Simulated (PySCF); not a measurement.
# Two runs on C3H9B

System: C3H9B (trimethylborane).
Method of run A: GIAO WP04/pcSseg-2 NMR shielding, non-relativistic, gas phase (PySCF 2.14.0).

The geometry comes from this level: PBE0-D3(BJ)/def2-SVP. Text and figures count atoms from 1; the logs count them from 0 in places.

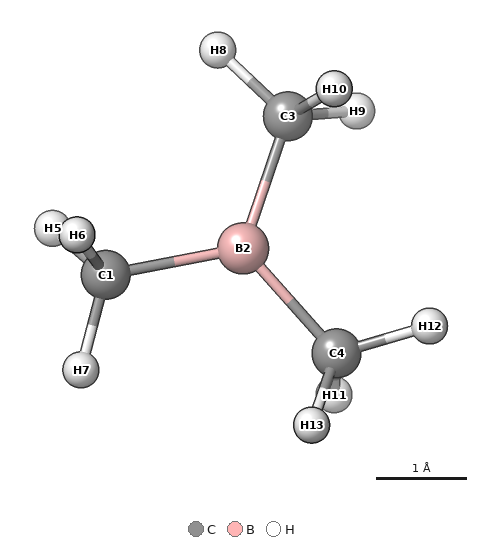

Fig. 1: The structure (ball-and-stick view, seen on its broad side; atoms are numbered from 1 in the order of the input). Bond lengths as drawn: B–C 1.57 to 1.58 Å and C–H 1.10 to 1.11 Å.

### Input file, run A
```
{"job": {"kind": "nmr", "xc": "WP04", "basis": "pcSseg-2", "pop": false}, "charge": 0, "multiplicity": 1}
C     -0.295074     1.553380     0.099543
B     -0.006550     0.006294     0.079655
C      1.470777    -0.522134     0.219706
C     -1.187085    -1.022172    -0.075077
H      0.389533     2.104184    -0.567264
H     -0.055638     1.917593     1.117401
H     -1.332403     1.844625    -0.121993
H      2.256699     0.243210     0.138582
H      1.679177    -1.331515    -0.500660
H      1.563012    -0.997169     1.214878
H     -1.425512    -1.039072    -1.157514
H     -0.950450    -2.056747     0.215614
H     -2.115286    -0.699499     0.423089
```

The first line tells a small driver script what to run in PySCF; the rest is the geometry in Å.

Command:
```bash
OMP_NUM_THREADS=1 python <driver script> task.json out
```

Hardware: 1 CPU thread, shared host.

### Output (run A)
```
coarse grid: 9928 points
cycle   1  E = -148.5873155652  dE = -3.915e-02  |g| = 7.821e-01  |ddm| = 2.016e+00
cycle   2  E = -148.5044132778  dE =  8.290e-02  |g| = 9.319e-01  |ddm| = 1.121e+00
cycle   3  E = -148.7429109601  dE = -2.385e-01  |g| = 3.853e-02  |ddm| = 6.838e-01
cycle   4  E = -148.7432199800  dE = -3.090e-04  |g| = 2.477e-02  |ddm| = 5.502e-02
cycle   5  E = -148.7433958309  dE = -1.759e-04  |g| = 1.027e-03  |ddm| = 2.186e-02
cycle   6  E = -148.7433961134  dE = -2.824e-07  |g| = 1.227e-04  |ddm| = 1.017e-03
final grid: 93184 points
cycle   7  E = -148.7504239839  dE = -1.603e-04  |g| = 9.358e-03  |ddm| = 5.547e-02
cycle   8  E = -148.7504136085  dE =  1.038e-05  |g| = 1.125e-02  |ddm| = 1.186e-02
cycle   9  E = -148.7504452155  dE = -3.161e-05  |g| = 3.073e-04  |ddm| = 6.798e-03
cycle  10  E = -148.7504452258  dE = -1.038e-08  |g| = 2.491e-04  |ddm| = 4.907e-04
cycle  11  E = -148.7504452442  dE = -1.839e-08  |g| = 1.749e-05  |ddm| = 2.242e-04
cycle  12  E = -148.7504452443  dE = -7.412e-11  |g| = 4.827e-06  |ddm| = 1.621e-05
converged SCF energy = -148.7504452443

GIAO shielding tensors (ppm)
atom      isotropic    diamagn.    paramagn.     s11        s22        s33       span
  0 C      158.168     244.273     -86.104    142.943    159.059    172.504     29.561
  1 B        6.222     192.697    -186.475    -46.010    -43.860    108.537    154.547
  2 C      158.765     244.405     -85.640    143.153    160.356    172.785     29.632
  3 C      157.659     244.466     -86.807    143.181    157.981    171.814     28.633
  4 H       30.766      30.629       0.137     27.269     29.879     35.151      7.882
  5 H       31.010      30.263       0.747     27.766     29.914     35.350      7.584
  6 H       30.784      30.858      -0.074     27.369     30.003     34.981      7.611
  7 H       30.826      30.914      -0.087     27.378     30.052     35.048      7.671
  8 H       30.769      30.699       0.070     27.337     30.015     34.955      7.618
  9 H       31.109      30.363       0.747     27.794     29.886     35.647      7.853
 10 H       31.200      30.534       0.665     27.985     29.948     35.667      7.682
 11 H       30.747      30.813      -0.066     27.298     30.076     34.868      7.569
 12 H       30.687      30.622       0.065     27.240     29.897     34.923      7.683
```

Run B used a changed input.

### The two runs side by side

| quantity | run A | run B |
| --- | --- | --- |
| outcome | converged | converged |
| total energy (hartree) | −148.750445 | −144.608007 |
| HOMO (eV) | −9.65 | −8.24 |
| LUMO (eV) | −2.03 | −0.15 |
| dipole moment (D) | 0.02 | 0.03 |
| shielding of C1 (ppm) | 158.2 | 168.1 |
| shielding of B2 (ppm) | 6.2 | 13.8 |
| shielding of C3 (ppm) | 158.8 | 168.8 |
| shielding of C4 (ppm) | 157.7 | 167.6 |
| shielding of H7 (ppm) | 30.8 | 30.4 |
| shielding of H12 (ppm) | 30.7 | 30.4 |
| shielding of H13 (ppm) | 30.7 | 30.3 |
| SCF iterations | 12 | 11 |
| basis functions | 270 | 270 |
| wall time (shared host) | 44 s | 44 s |

What was changed in the input?

The change (lines with − go, lines with + come):
```diff
-"xc": "WP04"
+"xc": "B97-2"
```

The total energies belong to different methods, so their difference says nothing on which is more stable or more accurate. The HOMO goes from −9.65 to −8.24 eV. The LUMO goes from −2.03 to −0.15 eV. Of all shieldings, the largest change is that of C1 and C3, by +10.0 ppm. The functional changes from WP04 to B97-2. Exact exchange removes part of the self-interaction error of semilocal functionals, which pushes filled and empty levels apart. The SCF takes 11 iterations against 12.

### Output (run B)
```
coarse grid: 9928 points
cycle   1  E = -144.5358144664  dE = -7.807e-03  |g| = 5.213e-01  |ddm| = 2.127e+00
cycle   2  E = -144.5153303057  dE =  2.048e-02  |g| = 5.858e-01  |ddm| = 7.723e-01
cycle   3  E = -144.6086935416  dE = -9.336e-02  |g| = 2.178e-02  |ddm| = 4.459e-01
cycle   4  E = -144.6087807724  dE = -8.723e-05  |g| = 1.485e-02  |ddm| = 3.098e-02
cycle   5  E = -144.6088426754  dE = -6.190e-05  |g| = 4.043e-04  |ddm| = 1.279e-02
cycle   6  E = -144.6088427286  dE = -5.316e-08  |g| = 1.151e-04  |ddm| = 7.353e-04
final grid: 93184 points
cycle   7  E = -144.6080050487  dE = -1.002e-04  |g| = 3.039e-03  |ddm| = 4.004e-02
cycle   8  E = -144.6080046235  dE =  4.252e-07  |g| = 3.250e-03  |ddm| = 4.498e-03
cycle   9  E = -144.6080074776  dE = -2.854e-06  |g| = 1.426e-04  |ddm| = 2.384e-03
cycle  10  E = -144.6080074834  dE = -5.784e-09  |g| = 3.409e-05  |ddm| = 1.695e-04
cycle  11  E = -144.6080074837  dE = -3.139e-10  |g| = 5.916e-06  |ddm| = 3.172e-05
converged SCF energy = -144.6080074837

GIAO shielding tensors (ppm)
atom      isotropic    diamagn.    paramagn.     s11        s22        s33       span
  0 C      168.140     245.722     -77.583    151.110    169.402    183.907     32.798
  1 B       13.803     195.587    -181.783    -39.681    -37.421    118.512    158.193
  2 C      168.813     245.586     -76.773    151.301    170.920    184.218     32.917
  3 C      167.577     245.902     -78.325    151.127    168.339    183.265     32.138
  4 H       30.430      30.362       0.068     26.732     29.432     35.127      8.395
  5 H       30.693      29.991       0.702     27.248     29.483     35.347      8.099
  6 H       30.437      30.523      -0.086     26.848     29.576     34.886      8.038
  7 H       30.483      30.493      -0.010     26.854     29.628     34.966      8.112
  8 H       30.425      30.346       0.078     26.801     29.581     34.892      8.091
  9 H       30.811      30.019       0.792     27.280     29.454     35.699      8.419
 10 H       30.907      30.265       0.642     27.480     29.531     35.710      8.230
 11 H       30.394      30.436      -0.043     26.767     29.649     34.765      7.998
 12 H       30.336      30.329       0.007     26.708     29.451     34.849      8.141
```
